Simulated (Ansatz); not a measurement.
# CHAlN (doublet): wave-function methods side by side, def2-QZVPP

Aim: climb from Hartree-Fock through coupled cluster for CHAlN (doublet) at one geometry and basis, and see what each rung misses.

Program: Ansatz 0.2.0, Gaussian basis. Level of theory: def2-QZVPP, core rule «outside noble gas», up to 7 orbitals frozen. These are calculated values, not measurements.

Plan: UHF; ROHF; CCSD(T) on UHF.

2 further runs of the same task are left out: 2 set aside as unsound or not needed. Runs told in other sessions of the task aren't counted.

### 1 The geometry

The geometry is a PBE0/def2-TZVP stationary point (not a proven minimum).

4 atoms, charge 0, spin multiplicity 2.

Atoms are counted from 1 here; the program's logs count them from 0.

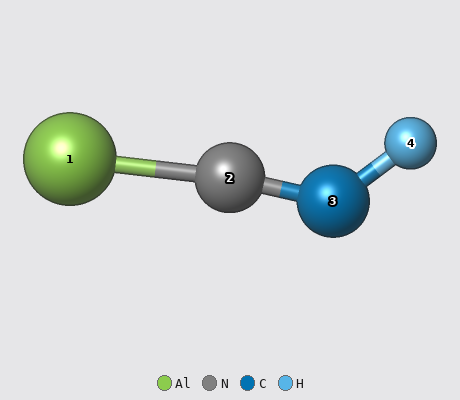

The structure; colours as in the key; atoms are numbered from 1 in the order of the file.

In the tables R marks a restricted open-shell determinant and U an unrestricted one; energies count from the table's Hartree-Fock row.

### 2 UHF

File in.yaml:

```yaml
crystal:
  periodic: [false, false, false]
  atoms:
    - {symbol: Al, position_ang: [-0.000006, -0.113958, 2.175529]}
    - {symbol: N, position_ang: [0.000059, -0.123062, 0.342317]}
    - {symbol: C, position_ang: [-0.000023, -0.259290, -0.857208]}
    - {symbol: H, position_ang: [-0.000030, 0.496310, -1.660638]}
basis:
  gaussian: {orbitals: "def2-QZVPP.json"}
magnetization: {spin_polarized: true, initial_magnetization: 1}
hamiltonian: {xc: hf}
output: {orbitals: {seedname: orbitals}}
```

The run is started by

```console
> ansatz run in.yaml --threads 1 --pin off --events-out ev --progress --plain --max-ram 2393MiB
```

The log of the run:

```text
Functional definition: HF
  name "HF"
  cite "Fock, Z. Phys. 61, 126 (1930) doi:10.1007/BF01340294"
  parent pbe
  exchange = exact_x
  correlation = 0
947 factors; their error is unknown
mean field evaluation 1: about -9107.8206 eV, gradient 2.5e1 eV
mean field evaluation 2: about -9109.4921 eV, gradient 1.7e1 eV
mean field evaluation 4: about -9110.7864 eV, gradient 1.1e0 eV
mean field evaluation 8: about -9110.8082 eV, gradient 2.3e-1 eV
mean field evaluation 16: about -9110.8642 eV, gradient 9.3e-4 eV
mean field evaluation 32: about -9110.8553 eV, gradient 1.4e-1 eV
mean field evaluation 64: about -9110.1956 eV, gradient 3.2e0 eV
mean field evaluation 96: about -9110.8125 eV, gradient 5.5e-1 eV
mean field evaluation 128: about -9109.9135 eV, gradient 5.9e0 eV
mean field evaluation 160: about -9100.6313 eV, gradient 7.0e0 eV
mean field -9110.86424031 eV, -334.8180852658 hartree, gradient 6.3e-6 eV, S^2 0.777085; 0 other end points of the search recorded, 0 dependent functions left out
reference -9110.86424031 eV, -334.8180852658 hartree; 14, 13 occupied and 200, 201 virtual orbitals, 947 factors
Total energy: -9110.86424031 eV, -334.8180852658 hartree
```

Wall time 25 s (1 thread of Arm Neoverse V2, shared host); peak memory 0.5 GiB.

From the report: ⟨S²⟩ of the determinant 0.777 (pure doublet: 0.75).

### 3 ROHF

in.yaml, as its differences from that of step 2:

```diff
@@ -9,3 +9,3 @@
   gaussian: {orbitals: "def2-QZVPP.json"}
-magnetization: {spin_polarized: true, initial_magnetization: 1}
+magnetization: {spin_polarized: false, initial_magnetization: 1}
 hamiltonian: {xc: hf}
```

Same command.

The log of the run:

```text
Functional definition: HF
  name "HF"
  cite "Fock, Z. Phys. 61, 126 (1930) doi:10.1007/BF01340294"
  parent pbe
  exchange = exact_x
  correlation = 0
947 factors; their error is unknown
mean field evaluation 1: about -9107.8333 eV, gradient 3.4e1 eV
mean field evaluation 2: about -9108.8855 eV, gradient 2.7e1 eV
mean field evaluation 4: about -9110.6447 eV, gradient 1.7e0 eV
mean field evaluation 8: about -9110.6733 eV, gradient 2.1e-1 eV
mean field evaluation 16: about -9017.5162 eV, gradient 1.5e2 eV
mean field evaluation 32: about -9110.5697 eV, gradient 4.5e0 eV
mean field -9110.72330176 eV, -334.8129058696 hartree, gradient 3.2e-5 eV, S^2 0.750000; 0 other end points of the search recorded, 0 dependent functions left out
reference -9110.72330176 eV, -334.8129058696 hartree; 14, 13 occupied and 200, 201 virtual orbitals, 947 factors
Total energy: -9110.72330176 eV, -334.8129058696 hartree
```

It took 7 s on 1 thread of Arm Neoverse V2, shared host; peak memory 0.39 GiB.

### 4 CCSD(T) on UHF

in.yaml, as its differences from that of step 3:

```diff
@@ -9,4 +9,3 @@
   gaussian: {orbitals: "def2-QZVPP.json"}
-magnetization: {spin_polarized: false, initial_magnetization: 1}
-hamiltonian: {xc: hf}
-output: {orbitals: {seedname: orbitals}}
+magnetization: {spin_polarized: true, initial_magnetization: 1}
+correlation: {method: ccsd_t, electrons: outside_noble_gas}
```

The run is started by

```console
> ansatz run in.yaml --threads 4 --pin off --events-out ev --progress --plain --max-ram 9574MiB
```

The log of the run, cut to the lines that bear on the results:

```text
Functional definition: HF
  name "HF"
  cite "Fock, Z. Phys. 61, 126 (1930) doi:10.1007/BF01340294"
  parent pbe
[...]
1289 factors; integrals over basis functions are off by at most 1.1e-3 eV
[...]
mean field -9110.86447384 eV, -334.8180938478 hartree, gradient 9.0e-6 eV, S^2 0.777085; 7 other end points of the search recorded, 0 dependent functions left out
7 core orbitals not correlated: weight in the atoms' cores, before any rotation towards them, 1.000 or more for the frozen orbitals, at most 0.000 for the correlated occupied ones
reference -9110.86447384 eV, -334.8180938478 hartree; 7, 6 occupied and 200, 201 virtual orbitals, 1289 factors
second order -11.13660452 eV of doubles, -0.00000000 eV of singles
cycle   1  -11.02847112 eV  change    1.1e-1 eV  update   1.0e-1
[...]
cycle  14  -11.56506299 eV  change   -1.3e-6 eV  update   3.0e-6
perturbative correction -0.61532712 eV, -0.0226128546 hartree
Total energy: -9123.04486395 eV, -335.2657149283 hartree
```

Wall time 99 s (4 threads of Arm Neoverse V2, shared host); peak memory 7.4 GiB.

From the report: ⟨S²⟩ of the determinant 0.777 (pure doublet: 0.75); correlation -12.1804 eV; T1 0.027; largest double amplitude 0.09.

### 5 Misses and costs

No level here is safe as a reference; UCCSD(T) serves as a yardstick only. Rows without a time are mean-field rows or come out of runs for another level: lower rungs of the coupled-cluster runs, or the Hartree-Fock search.

Differences are taken before rounding.

| method | energy from the lowest ROHF (meV) | from UCCSD(T) (meV) | time |
| --- | --- | --- | --- |
| ROHF | 0.0 | +12321.6 |  |
| UHF | -141.2 | +12180.4 |  |
| UMP2 | -11277.8 | +1043.8 |  |
| UCCSD | -11706.2 | +615.3 |  |
| UCCSD(T) | -12321.6 | 0 | 99 s |

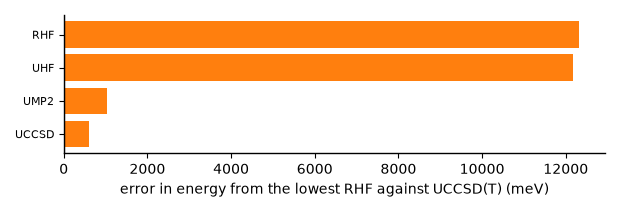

Error of each method against UCCSD(T).

### 6 Summary of results

| quantity | value |
| --- | --- |
| UCCSD(T) from the ROHF energy | -12.3216 eV |
| UMP2 from UCCSD(T) | +1043.8 meV |
